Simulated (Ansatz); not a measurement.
The crystal is Ga2AsP (zincblende [001] superlattice) (P-4m2).

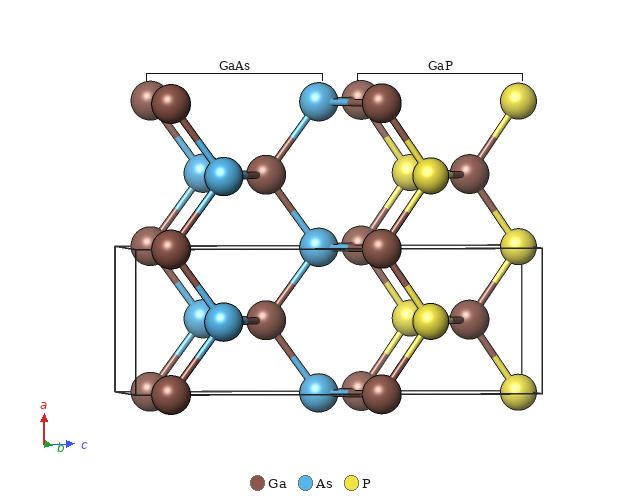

The structure (gallium brown, arsenic blue, phosphorus yellow). 2×1×1 cells are drawn. Some periodic images of atoms are drawn too.

The structure was built from a prototype and need not be the compound's stable phase.

```yaml
crystal:
  lattice:
    - [3.92595, 0.00000, 0.00000]
    - [0.00000, 3.92595, 0.00000]
    - [0.00000, 0.00000, 11.07699]
  atoms:
    - { symbol: Ga, position: [0.00000, 0.00000, 0.06022] }
    - { symbol: As, position: [0.50000, 0.00000, 0.18988] }
    - { symbol: Ga, position: [0.50000, 0.50000, 0.31936] }
    - { symbol: As, position: [0.00000, 0.50000, 0.44884] }
    - { symbol: Ga, position: [0.00000, 0.00000, 0.57850] }
    - { symbol: P, position: [0.50000, 0.00000, 0.69887] }
    - { symbol: Ga, position: [0.50000, 0.50000, 0.81936] }
    - { symbol: P, position: [0.00000, 0.50000, 0.93985] }
```

The structure was relaxed with PBEsol. The runs that relaxed it are not among those shown.

Gaps computed with Ansatz 0.2.0 without a self-energy: PBEsol 1.05 eV and HSE06 2.06 eV.

Q: What gap should G0W0 on PBEsol give (4×4×2 mesh, 331 empty bands, screening to 90 eV, PAW set soft_1 files)?

About 1.80 eV: on its mesh the run moves the gap from 1.04 eV by +0.76 eV. A band edge moves to another state on the way. Among the scalar-relativistic levels given, HSE06 is nearest (+0.26 eV). Bands and cutoff are finite, so the gap is not at the basis limit. The miss can reach some tenths of an eV and take either sign; the mesh is an error of its own. The 4×4×2 mesh is coarse for this cell (its supercell is 16 Å along the shortest edge). The RPA ε∞ on it, from the PBEsol start, is 18.85 and 22.39; such meshes misread the long-range screening, most where the gap is narrow. The many-body steps are scalar-relativistic: spin-orbit coupling is not in them.

[Paths, hosts, dates, memory and timing lines, banners, echoed tables and standing remarks are left out of the program output.]

[Logs are printed without paths, hosts, clocks, repeated set-up lines and the standing remarks that a program may print on its own settings, such as how far it seeks lower states.]

[Runs of the session that timed out or met a known fault of the program may be left out.]

[Cells called generated may have been cut or substituted from an entry of the Crystallography Open Database or the Materials Project.]

[Hosts, paths, dates, database ids (printed as entryN), source tags and the programs' standing remarks are cut or masked in the printed files.]
